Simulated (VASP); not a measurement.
# MnCuO2 (Crednerite): structure and properties in VASP, part 5 of 11

Aim: relax MnCuO2 (Crednerite) with PBEsol + U, compute its properties on that cell and hold them against experiment. The start is a cell from a database of measured crystal structures.

VASP 6.6.1; PBEsol, DFT+U (Cu d 5 eV, Mn d 4 eV), spin-polarised from a ferromagnetic start; plane waves and PAW (Mn_pv, Cu, O).

Still holding for the runs below: The cell holds one magnetic atom, so no antiferromagnetic order fits into it.

So far, gap on the k-mesh (eV): 0.405 in steps 2, 3 and 4.

The database entry behind the starting cell differs from later determinations by our own check (a about 1 % short, old inner coordinates), so it need not match the best structure at ambient conditions.

## Step 5: Band structure (PBEsol + U)

Levels along the symmetry lines show where the bands peak and cross; KPOINTS_OPT computes them in the converged potential.

INCAR

```
SYSTEM = MnCuO2
PREC = Accurate
ENCUT = 520
EDIFF = 1E-06
NELM = 100
ISMEAR = 0
SIGMA = 0.05
LREAL = .FALSE.
ALGO = Normal
GGA = PS
NBANDS = 34
ISPIN = 2
MAGMOM = 3.909 -0.005 -0.017 -0.017
LDAU = .TRUE.
LDAUTYPE = 2
LDAUL = 2 2 -1
LDAUU = 4 5 0
LDAUJ = 0 0 0
LDAUPRINT = 1
LASPH = .TRUE.
LMAXMIX = 4
LORBIT = 11
LWAVE = .FALSE.
LCHARG = .FALSE.
KPAR = 4
```

POSCAR

```
MnCuO2
1.0
    2.7926571158     -1.4583286311      0.0299771144
    2.7926571158      1.4583286311      0.0299771144
   -1.4439861849      0.0000000000      5.6408443961
Mn Cu O
1 1 2
Direct
    0.0000000000      0.0000000000      0.0000000000
    0.5000000000      0.5000000000      0.5000000000
    0.4021530575      0.4021530575      0.1806834249
    0.5978469425      0.5978469425      0.8193165751
```

KPOINTS

```
Automatic mesh
0
Gamma
9 9 4
0 0 0
```

KPOINTS_OPT

```
Line mode
16
Line-mode
Reciprocal
  0.00000000   0.00000000   0.00000000 GAMMA
 -0.50000000  -0.50000000   0.00000000 Y

 -0.50000000  -0.50000000   0.00000000 Y
 -0.53047444  -0.53047444   0.26743164 F

 -0.53047444  -0.53047444   0.26743164 F
 -0.50000000  -0.50000000   0.50000000 L

 -0.50000000  -0.50000000   0.50000000 L
 -0.69422126  -0.30577874   0.50000000 I

 -0.30577874   0.30577874   0.50000000 I1
  0.00000000   0.00000000   0.50000000 Z

  0.00000000   0.00000000   0.50000000 Z
 -0.46952556  -0.46952556   0.73256836 F1

 -0.50000000  -0.50000000   0.00000000 Y
 -0.67775669  -0.32224331   0.00000000 X1

 -0.32224331   0.32224331   0.00000000 X
  0.00000000   0.00000000   0.00000000 GAMMA

  0.00000000   0.00000000   0.00000000 GAMMA
 -0.50000000   0.00000000   0.00000000 N

 -0.50000000   0.00000000   0.50000000 M
  0.00000000   0.00000000   0.00000000 GAMMA
```

The projector-augmented-wave data sets are Mn_pv, Cu and O (PBE family, release 64).

Command:

```sh
$ mpirun -np 4 vasp_std
```

Output:

```text
[... set-up lines as in an earlier step ...]
 entering main loop
       N       E                     dE             d eps       ncg     rms          rms(c)
DAV:   1     0.363355710950E+03    0.36336E+03   -0.17627E+04 14084   0.144E+03
DAV:   2     0.666918283132E+01   -0.35669E+03   -0.32440E+03 13246   0.373E+02
DAV:   3    -0.289213308815E+02   -0.35591E+02   -0.34341E+02 14666   0.123E+02
DAV:   4    -0.297332333609E+02   -0.81190E+00   -0.80960E+00 14910   0.193E+01
DAV:   5    -0.297502843582E+02   -0.17051E-01   -0.17049E-01 15090   0.294E+00    0.229E+01
DAV:   6    -0.258754679886E+02    0.38748E+01   -0.16783E+01 18632   0.621E+01    0.207E+01
DAV:   7    -0.257648305164E+02    0.11064E+00   -0.28437E+00 15180   0.292E+01    0.116E+01
DAV:   8    -0.257857010528E+02   -0.20871E-01   -0.45479E-01 15544   0.469E+00    0.686E+00
DAV:   9    -0.257599046756E+02    0.25796E-01   -0.56970E-02 19462   0.610E+00    0.117E+00
DAV:  10    -0.257625617975E+02   -0.26571E-02   -0.21292E-02 16398   0.304E+00    0.249E-01
DAV:  11    -0.257629385646E+02   -0.37677E-03   -0.25275E-03 18266   0.592E-01    0.124E-01
DAV:  12    -0.257629885811E+02   -0.50016E-04   -0.35067E-04 18388   0.361E-01    0.768E-02
DAV:  13    -0.257630014946E+02   -0.12914E-04   -0.94817E-05 18226   0.174E-01    0.281E-02
DAV:  14    -0.257630067254E+02   -0.52308E-05   -0.12577E-05 19042   0.645E-02    0.771E-03
DAV:  15    -0.257630069473E+02   -0.22191E-06   -0.10670E-06  9614   0.952E-03
   1 F= -.25763007E+02 E0= -.25763007E+02  d E =-.168462E-10  mag=     4.0000
 Start KPOINTS_OPT (optional k-point list driver)
k-point batch [1-95\160]
       N       E                     dE             ncg
DAV:   1     0.819802063363E+04   -0.94884E+05    14010
DAV:   2    -0.238088661230E+05   -0.32007E+05    13274
DAV:   3    -0.269089725163E+05   -0.31001E+04    14652
DAV:   4    -0.269851124484E+05   -0.76140E+02    14640
DAV:   5    -0.269866567284E+05   -0.15443E+01    15500
DAV:   6    -0.269867189838E+05   -0.62255E-01    16000
DAV:   7    -0.269867215349E+05   -0.25511E-02    17422
DAV:   8    -0.269867215699E+05   -0.35051E-04    12924
DAV:   9    -0.269867215711E+05   -0.11397E-05     9078
DAV:  10    -0.269867215713E+05   -0.27138E-06     7644
k-point batch [96-160\160]
       N       E                     dE             ncg
DAV:   1     0.298890395655E+05   -0.57216E+05     9708
DAV:   2     0.798851171041E+04   -0.21901E+05     9058
DAV:   3     0.589232940925E+04   -0.20962E+04    10012
DAV:   4     0.584106308681E+04   -0.51266E+02    10006
DAV:   5     0.584000974107E+04   -0.10533E+01    10668
DAV:   6     0.583996576140E+04   -0.43980E-01    10890
DAV:   7     0.583996392561E+04   -0.18358E-02    12016
DAV:   8     0.583996390124E+04   -0.24373E-04     8744
DAV:   9     0.583996390020E+04   -0.10352E-05     6150
DAV:  10     0.583996390000E+04   -0.20378E-06     5156
```

The job ended after 80 s (4 MPI ranks of AMD EPYC 9R45, shared host; peak memory 1.9 GiB).

Parts of OUTCAR (step 5):

```text
   k-points           NKPTS =     95   k-points in BZ     NKDIM =     95   number of bands    NBANDS=     34

   NELECT =      36.0000    total number of electrons

atom =   1  type =  1  l = 2

 onsite density matrix

spin component  1

spin component  2

 occupancies and eigenvectors

  o =  0.0371  v =  0.0000  0.0000  0.0000  0.0000  0.0000  0.0000  0.0000  0.9182  0.2676 -0.2922      0.0000  0.0000  0.0000  0.0000  0.0000  0.0000  0.0000  0.0000  0.0000  0.0000
  o =  0.0448  v =  0.0000  0.0000  0.0000  0.0000  0.0000 -0.7988 -0.6016  0.0000  0.0000  0.0000      0.0000  0.0000  0.0000  0.0000  0.0000  0.0000  0.0000  0.0000  0.0000  0.0000
  o =  0.0565  v =  0.0000  0.0000  0.0000  0.0000  0.0000  0.0000  0.0000 -0.3958  0.6515 -0.6472      0.0000  0.0000  0.0000  0.0000  0.0000  0.0000  0.0000  0.0000  0.0000  0.0000
  o =  0.1257  v =  0.0000  0.0000  0.0000  0.0000  0.0000  0.0000  0.0000  0.0172  0.7099  0.7041      0.0000  0.0000  0.0000  0.0000  0.0000  0.0000  0.0000  0.0000  0.0000  0.0000
  o =  0.2494  v =  0.0000  0.0000  0.0000  0.0000  0.0000 -0.6016  0.7988  0.0000  0.0000  0.0000      0.0000  0.0000  0.0000  0.0000  0.0000  0.0000  0.0000  0.0000  0.0000  0.0000
  o =  0.5147  v =  0.5862 -0.8101  0.0000  0.0000  0.0000  0.0000  0.0000  0.0000  0.0000  0.0000      0.0000  0.0000  0.0000  0.0000  0.0000  0.0000  0.0000  0.0000  0.0000  0.0000
  o =  0.9520  v =  0.0000  0.0000  0.8228  0.4827 -0.2999  0.0000  0.0000  0.0000  0.0000  0.0000      0.0000  0.0000  0.0000  0.0000  0.0000  0.0000  0.0000  0.0000  0.0000  0.0000
  o =  0.9531  v = -0.8101 -0.5862  0.0000  0.0000  0.0000  0.0000  0.0000  0.0000  0.0000  0.0000      0.0000  0.0000  0.0000  0.0000  0.0000  0.0000  0.0000  0.0000  0.0000  0.0000
  o =  0.9617  v =  0.0000  0.0000 -0.5594  0.5948 -0.5773  0.0000  0.0000  0.0000  0.0000  0.0000      0.0000  0.0000  0.0000  0.0000  0.0000  0.0000  0.0000  0.0000  0.0000  0.0000
  o =  0.9785  v =  0.0000  0.0000 -0.1003  0.6428  0.7594  0.0000  0.0000  0.0000  0.0000  0.0000      0.0000  0.0000  0.0000  0.0000  0.0000  0.0000  0.0000  0.0000  0.0000  0.0000

atom =   2  type =  2  l = 2

 onsite density matrix

spin component  1

spin component  2

 occupancies and eigenvectors

  o =  0.8699  v =  0.0000  0.0000  0.9978  0.0614  0.0266  0.0000  0.0000  0.0000  0.0000  0.0000      0.0000  0.0000  0.0000  0.0000  0.0000  0.0000  0.0000  0.0000  0.0000  0.0000
  o =  0.8703  v =  0.0000  0.0000  0.0000  0.0000  0.0000  0.0000  0.0000  0.9970  0.0757  0.0135      0.0000  0.0000  0.0000  0.0000  0.0000  0.0000  0.0000  0.0000  0.0000  0.0000
  o =  0.9505  v = -0.8077 -0.5896  0.0000  0.0000  0.0000  0.0000  0.0000  0.0000  0.0000  0.0000      0.0000  0.0000  0.0000  0.0000  0.0000  0.0000  0.0000  0.0000  0.0000  0.0000
  o =  0.9515  v =  0.0000  0.0000  0.0231  0.0567 -0.9981  0.0000  0.0000  0.0000  0.0000  0.0000      0.0000  0.0000  0.0000  0.0000  0.0000  0.0000  0.0000  0.0000  0.0000  0.0000
  o =  0.9524  v =  0.0000  0.0000  0.0000  0.0000  0.0000  0.0000  0.0000  0.0100  0.0458 -0.9989      0.0000  0.0000  0.0000  0.0000  0.0000  0.0000  0.0000  0.0000  0.0000  0.0000
  o =  0.9527  v =  0.0000  0.0000  0.0000  0.0000  0.0000 -0.9989  0.0463  0.0000  0.0000  0.0000      0.0000  0.0000  0.0000  0.0000  0.0000  0.0000  0.0000  0.0000  0.0000  0.0000
  o =  0.9549  v = -0.5896  0.8077  0.0000  0.0000  0.0000  0.0000  0.0000  0.0000  0.0000  0.0000      0.0000  0.0000  0.0000  0.0000  0.0000  0.0000  0.0000  0.0000  0.0000  0.0000
  o =  0.9636  v =  0.0000  0.0000 -0.0628  0.9965  0.0552  0.0000  0.0000  0.0000  0.0000  0.0000      0.0000  0.0000  0.0000  0.0000  0.0000  0.0000  0.0000  0.0000  0.0000  0.0000
  o =  0.9689  v =  0.0000  0.0000  0.0000  0.0000  0.0000  0.0463  0.9989  0.0000  0.0000  0.0000      0.0000  0.0000  0.0000  0.0000  0.0000  0.0000  0.0000  0.0000  0.0000  0.0000
  o =  0.9697  v =  0.0000  0.0000  0.0000  0.0000  0.0000  0.0000  0.0000 -0.0762  0.9961  0.0449      0.0000  0.0000  0.0000  0.0000  0.0000  0.0000  0.0000  0.0000  0.0000  0.0000

 E-fermi :   5.0714

 spin component 1
 k-point     1 :       0.0000    0.0000    0.0000
  band No.  band energies     occupation
    ...
     16       2.0838      1.00000
     17       2.1812      1.00000
     18       2.2831      1.00000
     19       2.3612      1.00000
     20       4.8782      1.00000
     21       6.5818      0.00000
     22       6.9991      0.00000
     23      10.9866      0.00000
     24      12.7770      0.00000
     25      17.7052      0.00000
    ...

 k-point     2 :       0.1111   -0.0000    0.0000
  band No.  band energies     occupation
    ...
     16       2.0450      1.00000
     17       2.1091      1.00000
     18       2.2631      1.00000
     19       2.6266      1.00000
     20       4.7026      1.00000
     21       6.2758      0.00000
     22       7.2833      0.00000
     23      11.4906      0.00000
     24      12.9708      0.00000
     25      17.9366      0.00000
    ...

  Total       -0.0141391     -0.0041487      0.0063180      0.0000000      0.0000000     -0.0008033
  in kB       -0.4916908     -0.1442718      0.2197110      0.0000000      0.0000000     -0.0279335
  external PRESSURE =      -0.1387506 kB  Pullay stress =       0.0000000 kB

 POSITION                                       TOTAL-FORCE (eV/Angst)
 -----------------------------------------------------------------------------------
      0.00000      0.00000      0.00000        -0.000000     -0.000000      0.000000
      2.07066      0.00000      2.85040        -0.000000      0.000000      0.000000
      1.98525      0.00000      1.04332        -0.000409     -0.000000     -0.002683
      2.15608      0.00000      4.65748         0.000409     -0.000000      0.002683
 -----------------------------------------------------------------------------------
    total drift:                                0.000000     -0.000000      0.000000

  FREE ENERGIE OF THE ION-ELECTRON SYSTEM (eV)
  ---------------------------------------------------
  free  energy   TOTEN  =       -25.7630069473 eV

  energy  without entropy=      -25.7630069473  energy(sigma->0) =      -25.76300695

[... 13 parts as in an earlier step ...]

[... 13 further parts left out ...]
```

Numbers from this step:

* bands: 34
* Fermi energy: 5.071 eV
* pressure: -0.01388 GPa
* least gap on mesh and path: 0.3513 eV
* least direct gap on mesh and path: 1.094 eV
* conduction bottom at k: -0.1631, 0.1631, 0.5
* least direct gap at k: -0.6659, -0.3341, 0

Spin up. Electronic bands along the path, in eV, zero at the valence-band top; v1 is the highest filled band, c1 the lowest empty one:

| point | v4 | v3 | v2 | v1 | c1 | c2 | c3 |
| --- | --- | --- | --- | --- | --- | --- | --- |
| Γ | -2.70 | -2.59 | -2.52 | 0.00 | 1.70 | 2.12 | 6.11 |
| Y | -2.71 | -2.44 | -1.88 | -0.47 | 1.66 | 3.16 | 6.24 |
| F | -2.45 | -2.09 | -1.53 | -0.64 | 1.48 | 3.02 | 6.14 |
| L | -2.16 | -1.76 | -1.25 | -0.92 | 1.32 | 3.11 | 5.65 |
| I | -2.69 | -2.12 | -1.05 | -0.80 | 0.96 | 4.84 | 5.87 |
| jump to I1 | -2.69 | -2.12 | -1.05 | -0.80 | 0.96 | 4.84 | 5.87 |
| Z | -2.79 | -1.37 | -1.30 | -0.52 | 1.40 | 3.70 | 4.67 |
| F1 | -2.45 | -2.09 | -1.53 | -0.64 | 1.48 | 3.02 | 6.14 |
| jump to Y | -2.71 | -2.44 | -1.88 | -0.47 | 1.66 | 3.16 | 6.24 |
| X1 | -2.65 | -2.10 | -1.43 | -0.34 | 0.77 | 5.21 | 5.55 |
| jump to X | -2.65 | -2.10 | -1.43 | -0.34 | 0.77 | 5.21 | 5.55 |
| Γ | -2.70 | -2.59 | -2.52 | 0.00 | 1.70 | 2.12 | 6.11 |
| N | -2.12 | -1.95 | -0.88 | -0.69 | 0.87 | 3.52 | 5.92 |
| jump to M | -2.42 | -2.33 | -1.41 | -0.11 | 1.08 | 3.55 | 6.95 |
| Γ | -2.70 | -2.59 | -2.52 | 0.00 | 1.70 | 2.12 | 6.11 |

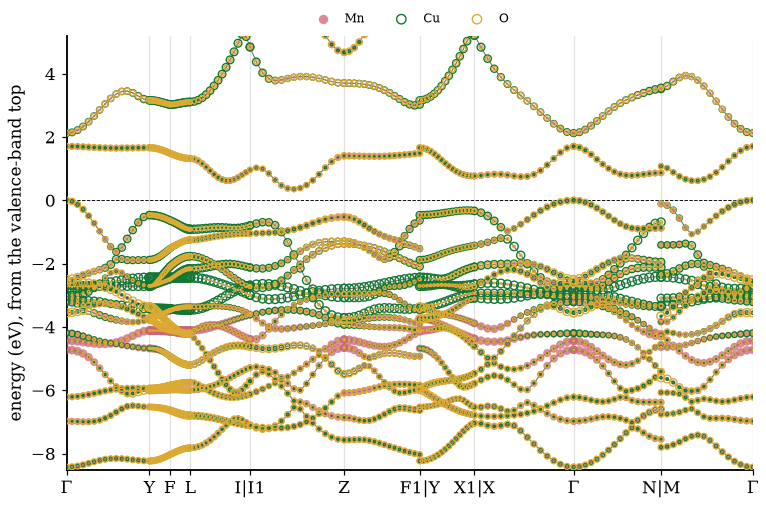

Electronic bands along the path; dots are coloured as in the legend, and their area grows with the weight.

Spin down. Electronic bands along the path, in eV, zero at the valence-band top; v1 is the highest filled band, c1 the lowest empty one:

| point | v4 | v3 | v2 | v1 | c1 | c2 | c3 | c4 |
| --- | --- | --- | --- | --- | --- | --- | --- | --- |
| Γ | -2.65 | -2.44 | -2.43 | -2.34 | 1.78 | 2.80 | 2.83 | 3.31 |
| Y | -2.46 | -2.44 | -2.35 | -1.13 | 2.44 | 3.23 | 3.51 | 3.60 |
| F | -2.46 | -2.11 | -2.00 | -1.03 | 2.05 | 3.26 | 3.49 | 3.61 |
| L | -2.46 | -2.15 | -1.83 | -0.92 | 1.97 | 3.35 | 3.48 | 3.77 |
| I | -2.68 | -2.46 | -2.09 | -0.81 | 2.80 | 3.30 | 3.30 | 3.80 |
| jump to I1 | -2.68 | -2.46 | -2.09 | -0.81 | 2.80 | 3.30 | 3.30 | 3.80 |
| Z | -3.07 | -2.81 | -1.46 | -1.27 | 2.54 | 2.83 | 3.01 | 3.73 |
| F1 | -2.46 | -2.11 | -2.00 | -1.03 | 2.05 | 3.26 | 3.49 | 3.61 |
| jump to Y | -2.46 | -2.44 | -2.35 | -1.13 | 2.44 | 3.23 | 3.51 | 3.60 |
| X1 | -2.74 | -2.19 | -2.08 | -0.69 | 2.73 | 3.25 | 3.34 | 3.72 |
| jump to X | -2.74 | -2.19 | -2.08 | -0.69 | 2.73 | 3.25 | 3.34 | 3.72 |
| Γ | -2.65 | -2.44 | -2.43 | -2.34 | 1.78 | 2.80 | 2.83 | 3.31 |
| N | -2.43 | -2.17 | -1.91 | -0.68 | 1.96 | 3.25 | 3.39 | 3.89 |
| jump to M | -2.61 | -2.43 | -2.08 | -0.88 | 2.48 | 3.35 | 3.40 | 3.62 |
| Γ | -2.65 | -2.44 | -2.43 | -2.34 | 1.78 | 2.80 | 2.83 | 3.31 |

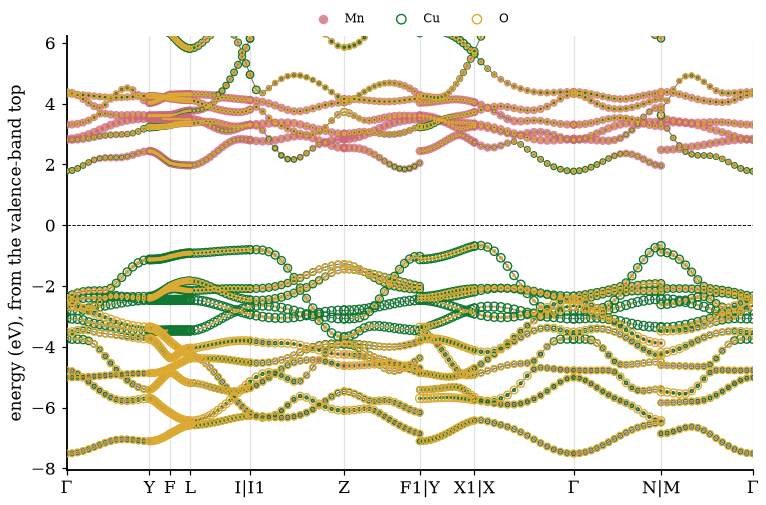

Electronic bands along the path; dots are coloured as in the legend, and their area grows with the weight.

The path lowers the gap by 0.05 eV against the mesh alone, so a band edge lies off the mesh.

Spin up: On this path the gap is indirect, 0.35 eV, with the valence top at Γ and the conduction bottom between I1 and Z. The least direct gap is 1.09 eV. Spin down: The path shows an indirect gap of 2.45 eV (valence top between X and Γ, conduction bottom at Γ). The least direct gap is 2.63 eV.

(Continued in part 6 of 11.)

[Lines on the potential files, build, host, timing and source positions are cut from VASP's logs without a mark.]

[Logs are printed without paths, hosts, clocks, repeated set-up lines and the standing remarks that a program may print on its own settings, such as how far it seeks lower states.]

[Hosts, paths, dates, database ids (printed as entryN), source tags and the programs' standing remarks are cut or masked in the printed files.]

[Measured values are set beside computed ones only where the two were judged alike; some that the calculation misses by far are left out.]
